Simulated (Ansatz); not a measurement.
# Squeezing and shearing amorphous Si (169 atoms), part 3 of 3

How stiff is amorphous Si (169 atoms)?

Ansatz 0.2.0; Kohn-Sham DFT, PBE, PAW (set soft_2), plane waves.

The cell: 169 Si. The quench rate of 20 K/ps is orders of magnitude faster than experiment. The network of bonds at the start is that of the classical potential that made the cell. The Brillouin zone is sampled at Γ only.

So far. Step 10 (Stretched by 1 % along x): The relaxation converged after 3 steps, 0.0562 eV below its start, with a largest force component of 0.027 eV/Å. Step 10 (Stretched by 1 % along x): Stretched by 1 % along x: the energy stands 0.127 eV above that of the reference, at a pressure of -0.679 GPa.

**11. Compressed by 1 % along x**

The relaxed cell is strained along x alone, which gives the stiffness along x and its coupling to y and z.

File input.yaml:

```yaml
crystal:
  lattice:
    - [15.0769, 0.24682, 0.0478]
    - [0.24435, 15.23328, 0.02726]
    - [0.04732, 0.02726, 15.07424]
  atoms:
    [... the 169 atom lines of step 4 ...]
kpoints:
  mp_grid: { grid: [1, 1, 1] }
hamiltonian:
  xc: pbe
scf:
  occupations: { method: gaussian, width: 0.025 }
output:
  forces: true
  eigenvalues: true
  stress: true
relax:
  f_tol: 0.05
  max_steps: 70
```

Started as:

```
$ ansatz run input.yaml --threads 4 --pin off --max-ram 15872MiB --backend cpu --events-out ev --progress --plain --runs-dir out
```

Numbers of over 12 decimals in the logs are rounded to 6 here.

Output:

```text
[...]
Crystal: 169 atoms, lattice volume = 3461.156 Å³
Basis set: ecut = 420 eV, 67689 PW (Γ), exchange–correlation on 216×216×216 points (8 copies of the dense FFT grid, shifted against one another)
Bands: 507, of which v1, the nominal top of the filled ones, is band 338 counted from 1 (337 counted from 0)
Symmetry: 1 space group operations
[...]
k-points: 1
[...]
SCF iter   1: F=—  HF=-107411.064791 eV  |F-HF|=—  |Δ(HF+E_count)|=         —  Δρ=3.56e-3  dr2=1.93e0  ethr=1.77e-3  ⟨swp⟩=6.0  Hψ=2351  notcnv=0  defer=83
[...]
SCF iter   6: F=—  HF=-107410.849159 eV  |F-HF|=—  |Δ(HF+E_count)|=   3.08e-4  Δρ=1.97e-5  dr2=6.43e-5  ethr=7.34e-8  ⟨swp⟩=2.0  Hψ=518  notcnv=0  defer=161
SCF iter   7: F=-107410.849216 eV  HF=-107410.849213 eV  |F-HF|=3.09e-6  |Δ(HF+E_count)|=   5.40e-5  Δρ=6.37e-6  dr2=5.85e-6  ethr=9.25e-9  ⟨swp⟩=17.0  Hψ=3038  notcnv=0
SCF 1 converged in 7 iterations: F = -107410.849216 eV  dr2 = 5.85e-6
[...]
relax step   1: F+E_penalty+E_count = -107410.84921598 eV  Δ(F+E_penalty+E_count) = +0.000e0 eV  max|allowed force component| = 1.919e-1 eV/Å  Δτ_max = 0.0000 Å  (7 SCF iters, dr2 threshold 6.25e-5 eV, accepted)
[...]
relax step   2: F+E_penalty+E_count = -107410.90109705 eV  Δ(F+E_penalty+E_count) = -5.188e-2 eV  max|allowed force component| = 7.263e-2 eV/Å  Δτ_max = 0.0237 Å  (6 SCF iters, accepted)
[...]
relax step   3: F+E_penalty+E_count = -107410.91268867 eV  Δ(F+E_penalty+E_count) = -1.159e-2 eV  max|allowed force component| = 4.147e-2 eV/Å  Δτ_max = 0.0189 Å  (6 SCF iters, accepted)
SCF converged after 6 iterations
Free energy (F): -107410.912689 eV
[...]
Internal energy: -107410.912380 eV  (E = F + TS)
E sigma→0 (E₀):  -107410.912534 eV
Entropy (-TS):   -0.000309 eV (-0.002 meV/atom)
Fermi energy:    6.131087 eV
[...]
Σ components = -107410.912689   (vs F -107410.912689, Δ=0.00e0)
--- Forces (eV/Å), atoms counted from 1 ---
  atom   1  Si     0.00378764     0.00184431    -0.00479329
  atom   2  Si    -0.00774590    -0.00625835     0.00325291
  atom   3  Si     0.00362448    -0.00247706    -0.00556730
  atom   4  Si    -0.00331798    -0.00429171     0.00172640
[...]
atom 169  Si    -0.00537273     0.00871882     0.00771782
  max |Σ_I F_I| component: 3.49e-5 eV/Å
--- Stress (GPa, compression-positive) ---
        1.151172       0.000650       0.010227
        0.000650       0.494354      -0.002918
        0.010227      -0.002918       0.512512
  P = ⅓ Tr σ = 0.7193 GPa (7.193 kbar)
--- Band table (eV) ---
[...]
--- Relaxed structure (3 steps of the walk, 3 accepted, 0 SCFs on fresh bases) ---
  F+E_penalty+E_count = -107410.91268867 eV   max|allowed force component| = 4.147e-2 eV/Å
  atoms:
    - { symbol: Si, position: [0.947636, 0.866196, 0.335156] }
    - { symbol: Si, position: [0.317064, 0.971329, 0.301700] }
    - { symbol: Si, position: [0.150960, 0.484233, 0.686445] }
    - { symbol: Si, position: [0.721800, 0.796955, 0.490385] }
[...]
- { symbol: Si, position: [0.358984, 0.281659, 0.563561] }
```

Elapsed: 3.2 min, on 4 threads of Arm Neoverse V1, shared host; peak memory 4.5 GiB; 12 min of CPU time.

The relaxation converged after 3 steps, 0.0635 eV below its start, with a largest force component of 0.041 eV/Å.

Compressed by 1 % along x: the energy stands 0.120 eV above that of the reference, at a pressure of 0.719 GPa.

**12. Sheared by 2 % in xy**

A shear of the relaxed cell gives the modulus that volume changes can't reach.

input.yaml, the sections that differ from step 11:

```yaml
crystal:
  lattice:
    - [15.23166, 0.39911, 0.0478]
    - [0.39915, 15.23575, 0.02726]
    - [0.04807, 0.02774, 15.07424]
  atoms:
    [... the 169 atom lines of step 4 ...]
# kpoints, hamiltonian, scf, output, relax: as in step 11
```

Output:

```text
[...]
Crystal: 169 atoms, lattice volume = 3495.768 Å³
Basis set: ecut = 420 eV, 68311 PW (Γ), exchange–correlation on 216×216×216 points (8 copies of the dense FFT grid, shifted against one another)
Bands: 507, of which v1, the nominal top of the filled ones, is band 338 counted from 1 (337 counted from 0)
Symmetry: 1 space group operations
[...]
k-points: 1
[...]
SCF iter   1: F=—  HF=-107410.967652 eV  |F-HF|=—  |Δ(HF+E_count)|=         —  Δρ=3.53e-3  dr2=1.96e0  ethr=1.77e-3  ⟨swp⟩=6.0  Hψ=2348  notcnv=0  defer=81
[...]
SCF iter   6: F=—  HF=-107410.751860 eV  |F-HF|=—  |Δ(HF+E_count)|=   3.17e-4  Δρ=1.92e-5  dr2=6.20e-5  ethr=6.87e-8  ⟨swp⟩=2.0  Hψ=518  notcnv=0  defer=161
SCF iter   7: F=-107410.751916 eV  HF=-107410.751913 eV  |F-HF|=2.31e-6  |Δ(HF+E_count)|=   5.30e-5  Δρ=6.45e-6  dr2=6.43e-6  ethr=9.17e-9  ⟨swp⟩=17.0  Hψ=3089  notcnv=0
SCF 1 converged in 7 iterations: F = -107410.751916 eV  dr2 = 6.43e-6
[...]
relax step   1: F+E_penalty+E_count = -107410.75191561 eV  Δ(F+E_penalty+E_count) = +0.000e0 eV  max|allowed force component| = 2.348e-1 eV/Å  Δτ_max = 0.0000 Å  (7 SCF iters, dr2 threshold 6.25e-5 eV, accepted)
[...]
relax step   2: F+E_penalty+E_count = -107410.84997304 eV  Δ(F+E_penalty+E_count) = -9.806e-2 eV  max|allowed force component| = 8.021e-2 eV/Å  Δτ_max = 0.0223 Å  (6 SCF iters, dr2 threshold 3.45e-6 eV, accepted)
[...]
relax step   3: F+E_penalty+E_count = -107410.86791767 eV  Δ(F+E_penalty+E_count) = -1.794e-2 eV  max|allowed force component| = 4.786e-2 eV/Å  Δτ_max = 0.0231 Å  (6 SCF iters, accepted)
SCF converged after 6 iterations
Free energy (F): -107410.867918 eV
[...]
Internal energy: -107410.867233 eV  (E = F + TS)
E sigma→0 (E₀):  -107410.867575 eV
Entropy (-TS):   -0.000685 eV (-0.004 meV/atom)
Fermi energy:    6.019874 eV
[...]
Σ components = -107410.867918   (vs F -107410.867918, Δ=0.00e0)
--- Forces (eV/Å), atoms counted from 1 ---
  atom   1  Si     0.00125069    -0.00060493     0.00034026
  atom   2  Si     0.00066188    -0.00033858    -0.00244643
  atom   3  Si    -0.00145060     0.00829381     0.00600238
  atom   4  Si     0.01457804    -0.00137636    -0.01029659
[...]
atom 169  Si    -0.00318891    -0.00143266     0.00620918
  max |Σ_I F_I| component: 5.91e-5 eV/Å
--- Stress (GPa, compression-positive) ---
       -0.042628      -0.761579       0.018282
       -0.761579       0.066633      -0.080509
        0.018282      -0.080509      -0.009883
  P = ⅓ Tr σ = 0.0047 GPa (0.047 kbar)
--- Band table (eV) ---
[...]
--- Relaxed structure (3 steps of the walk, 3 accepted, 0 SCFs on fresh bases) ---
  F+E_penalty+E_count = -107410.86791767 eV   max|allowed force component| = 4.786e-2 eV/Å
  atoms:
    - { symbol: Si, position: [0.947122, 0.865353, 0.334630] }
    - { symbol: Si, position: [0.315375, 0.969952, 0.302081] }
    - { symbol: Si, position: [0.151761, 0.484593, 0.685736] }
    - { symbol: Si, position: [0.719925, 0.796095, 0.490959] }
[...]
- { symbol: Si, position: [0.360367, 0.281682, 0.563590] }
```

Wall time 3.2 min (4 threads); peak memory 4.5 GiB; 13 min of CPU time.

The relaxation converged after 3 steps, 0.116 eV below its start, with a largest force component of 0.048 eV/Å.

Sheared by 2 % in xy: the energy stands 0.165 eV above that of the reference, at a pressure of 0.00471 GPa.

**13. Pressure against volume**

Atoms are relaxed at each volume, in the scaled cell.

```
volume change (%)  volume (Å³/atom)  energy change (meV/atom)  pressure (GPa)  largest move on relaxing (Å)  bonds
              -10            18.618                     51.57            8.30                          0.81    354
               -6            19.446                     17.77            4.78                          0.20    347
               -3            20.066                      4.27            2.26                          0.09    345
               +0            20.687                      0.00            0.00                             -    345
               +3            21.308                      3.79           -1.93                          0.08    345
               +6            21.928                     13.20           -3.35                          0.67    341
```

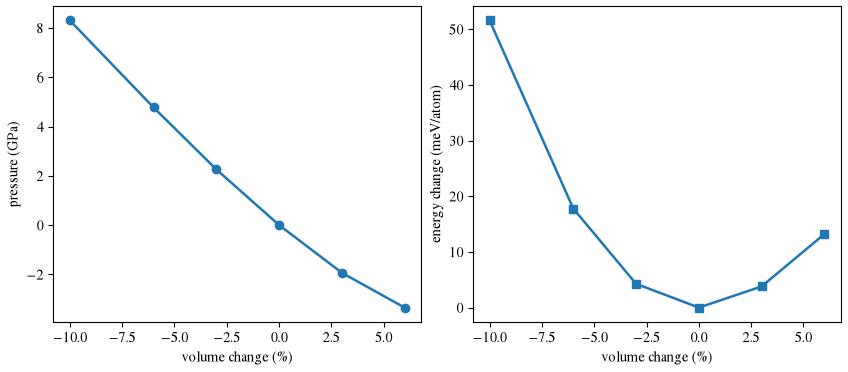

Pressure and energy against volume.

**14. Uniaxial strain and shear**

Stress (GPa, compression positive) less that of the relaxed cell, atoms relaxed:

```
                   strain      xx      yy      zz      xy  energy change (meV/atom)
 stretched by 1 % along x  -1.147  -0.437  -0.463  -0.008                      0.75
compressed by 1 % along x   1.168   0.488   0.491   0.007                      0.71
     sheared by 2 % in xy  -0.025   0.060  -0.032  -0.755                      0.97
```

**15. Findings**

The bulk modulus, from the slope of pressure against ln V over the three points nearest the relaxed volume, is 69.9 GPa; a quadratic over all points gives a pressure derivative of about 3.3. The count of bonds runs from 341 to 354 over the series, so at some points contacts cross the cutoffs. At -10 % and +6 % some atom moved by over 0.5 Å on relaxing, so those points may sit in another local minimum. In the Cartesian axes of the cell, finite differences give C11 = 116, C12 = 46.3, C13 = 47.7 and C66 = 37.8 GPa (the shear of 2 % is the engineering strain, εxy = 0.01). The mean of C11, C12 and C13, which equals the bulk modulus in a cubic or isotropic solid, is 69.9 GPa: it agrees with the bulk modulus within 10 %. For an isotropic solid C66 would equal (C11 − C12)/2 = 34.8 GPa; so small a sample needn't be isotropic, and C66 rests on one shear. With the bulk modulus and C66 as K and G, Young's modulus would be about 96 GPa and Poisson's ratio 0.27.

Caveats: Strains are finite and relaxations stop at the force tolerance of the input, which can leave moduli too stiff; they are those of a static cell at zero temperature. Volumes are changed with the cell's shape held, so in an anisotropic solid the modulus lies over the one under free hydrostatic load. The program notes that the SCF threshold of the relaxations is loose for the stress.

The DFT runs together took 64 min of wall time.

[Logs are printed without paths, hosts, clocks, repeated set-up lines and the standing remarks that a program may print on its own settings, such as how far it seeks lower states.]

[Hosts, paths, dates, database ids (printed as entryN), source tags and the programs' standing remarks are cut or masked in the printed files.]
